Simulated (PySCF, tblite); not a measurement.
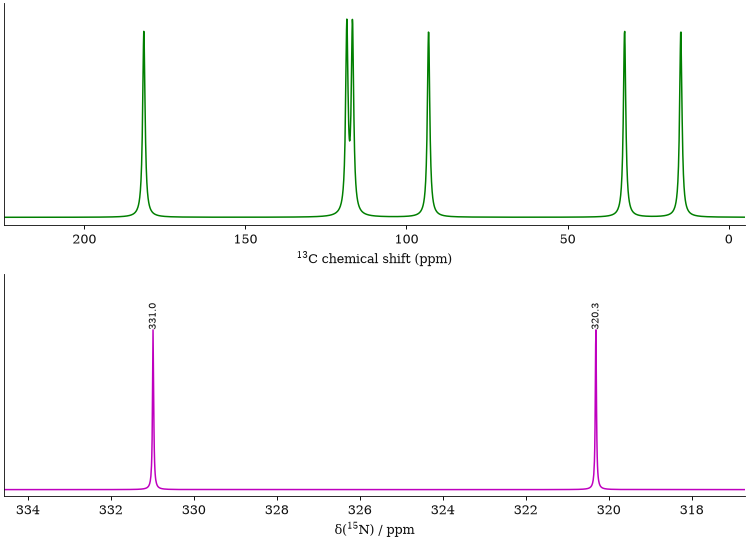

GIAO shifts, PBE0/pcSseg-1, PySCF, at a GFN2-xTB geometry (a minimum by its frequencies), against TMS for ¹³C and NH₃ for ¹⁵N computed at the same level (¹⁵N: a single molecule, while the usual scales start at liquid NH₃ or nitromethane; multiply bonded nitrogen can come out tens of ppm too deshielded). Gas phase, fully decoupled, line heights follow the number of nuclei, widths are arbitrary (no quadrupolar broadening); values of one conformer, averaged over nuclei that symmetry, rotation about single bonds or inversion at nitrogen exchange, these motions taken as fast; other conformers aren't averaged in.

**Which molecule was computed?**
A. C₅H₇NOS, SMILES CCSc1cocn1
B. C₆H₆N₂, SMILES CCC=C(C#N)C#N
C. C₆H₈FN, SMILES C/C(=C\C#N)CCF
D. C₂H₁₀N₂Si₂, SMILES [SiH3]/N=C/CN[SiH3]

Option B. Its ¹³C signals: 181.5 (1 C), 118.5 (1 C), 116.8 (1 C), 93.1 (1 C), 32.3 (1 C), 14.9 (1 C) ppm. Its ¹⁵N signals: 331.0 (1 N), 320.3 (1 N) ppm.

Note: the tight-binding geometry is rougher than a DFT one and adds to the error.
